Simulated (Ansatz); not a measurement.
# RPA@PBE/STO-3G run of BH2O (SMILES B[O])

What is the vertical doublet–quartet gap of BH2O at RPA@PBE/STO-3G? 

Program for the calculation: Ansatz 0.2.0.

55 further runs of the same task are left out: 55 set aside as unsound or not needed.

### Step 1. Starting point

BH2O: 4 atoms, total charge 0, spin state doublet. SMILES: `B[O]`. The shape is that of a PBE0-D4/def2-TZVP optimisation.

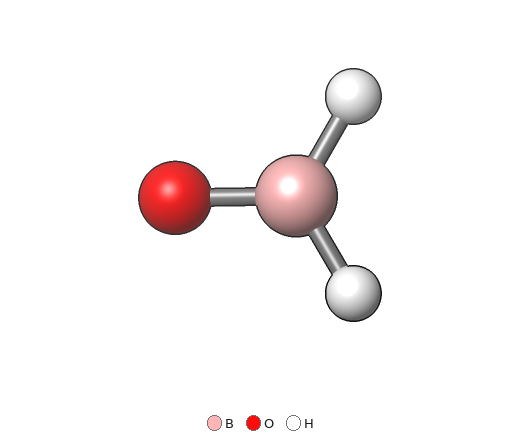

Viewed from a chosen angle; boron pink, oxygen red, hydrogen white.

### Step 2. The energy at RPA@PBE/STO-3G

File run.yaml:

```yaml
crystal:
  periodic: [false, false, false]
  atoms:
    - {symbol: B, position_ang: [-0.001100, -0.010300, -0.015100]}
    - {symbol: O, position_ang: [1.025300, -0.340800, 0.676900]}
    - {symbol: H, position_ang: [-1.052600, -0.587700, 0.151600]}
    - {symbol: H, position_ang: [0.083900, 0.878500, -0.833600]}
basis:
  gaussian:
    orbitals: STO-3G
magnetization:
  spin_polarized: true
  initial_magnetization: 1
hamiltonian:
  xc: pbe
correlation:
  method: rpa
  frozen_orbitals: {B: 1, H: 0, O: 1}
accuracy: high
```

Started as:

```bash
$ ansatz run run.yaml --threads 1 --pin off --max-ram 2610MiB --events-out events.jsonl --progress --plain --runs-dir runs
```

Output:

```text
Warning: RAYON_NUM_THREADS=1 ignored (pool sized by the plan → 1); use --threads N
Functional definition: PBE
  name "PBE"
  parameter kappa = 0.804
  parameter beta = 0.06672455060314922
  exchange = pbe_x(kappa = kappa, mu = beta*pi^2/3)
  correlation = pbe_c(beta = beta)
187 factors; integrals over basis functions are off by at most 2.1e-8 eV
mean field evaluation 1: about -2714.9694 eV, gradient 3.6e0 eV
mean field evaluation 2: about -2714.9189 eV, gradient 3.6e0 eV
mean field evaluation 4: about -2714.9769 eV, gradient 2.5e0 eV
mean field evaluation 8: about -2715.0164 eV, gradient 1.3e-2 eV
mean field evaluation 16: about -2715.0164 eV, gradient 8.5e-8 eV
mean field -2715.01644814 eV, -99.7750141650 hartree, gradient 9.9e-9 eV, S^2 0.754938; 0 other end points of the search recorded, 0 dependent functions left out
2 core orbitals not correlated: weight in the atoms' cores, before any rotation towards them, 1.000 or more for the frozen orbitals, at most 0.000 for the correlated occupied ones
reference -2703.52780155 eV, -99.3528141900 hartree; 6, 5 occupied and 4, 5 virtual orbitals, 187 factors
Total energy: -2708.45609263 eV, -99.5339255465 hartree
```

It took 0.86 s on 1 thread of Arm Neoverse V2, shared host; peak memory 0.11 GiB.

### Step 3. The quartet

File run.yaml:

```yaml
crystal:
  periodic: [false, false, false]
  atoms:
    - symbol: B
      position_ang: [-0.001100, -0.010300, -0.015100]
    - symbol: O
      position_ang: [1.025300, -0.340800, 0.676900]
    - symbol: H
      position_ang: [-1.052600, -0.587700, 0.151600]
    - symbol: H
      position_ang: [0.083900, 0.878500, -0.833600]
basis:
  gaussian:
    orbitals: STO-3G
total_charge: 0
magnetization:
  spin_polarized: true
  initial_magnetization: 3
hamiltonian:
  xc: {name: PBE}
correlation:
  method: rpa
  frozen_orbitals: {B: 1, H: 0, O: 1}
accuracy: high
```

Started as:

```bash
$ ansatz run run.yaml --threads 1 --pin off --max-ram 2610MiB --events-out events.jsonl --progress --plain --runs-dir runs
```

Output, cut to the lines that bear on the results:

```text
Warning: RAYON_NUM_THREADS=1 ignored (pool sized by the plan → 1); use --threads N
[... 2 set-up lines as earlier in the session ...]
[...]
187 factors; integrals over basis functions are off by at most 2.1e-8 eV
[...]
mean field -2707.57253508 eV, -99.5014554054 hartree, gradient 1.4e-8 eV, S^2 3.751282; 4 other end points of the search recorded, 0 dependent functions left out
2 core orbitals not correlated: weight in the atoms' cores, before any rotation towards them, 1.000 or more for the frozen orbitals, at most 0.000 for the correlated occupied ones
reference -2697.17475547 eV, -99.1193440527 hartree; 7, 4 occupied and 3, 6 virtual orbitals, 187 factors
Total energy: -2701.01351573 eV, -99.2604158903 hartree
```

Run time: 1.8 s. Hardware: 1 thread of Arm Neoverse V2, shared host; peak memory 0.11 GiB.

### Step 4. What came out

At RPA@PBE/STO-3G, 2 core orbitals frozen:

| quantity | value |
| --- | --- |
| doublet: total energy | -99.53393 Eh |
| doublet: RPA correlation energy (valence) | -181.1 mEh |
| doublet: ⟨S²⟩ of the reference determinant | 0.755 |
| quartet: total energy | -99.26042 Eh |
| quartet: RPA correlation energy (valence) | -141.1 mEh |
| quartet: ⟨S²⟩ of the reference determinant | 3.751 |
| vertical energy of the quartet above the doublet | 7.443 eV |

What this shows: At this shape the quartet lies 7.44 eV (172 kcal/mol) above the doublet. In a minimal basis such a difference can be off by several eV, whatever the method.
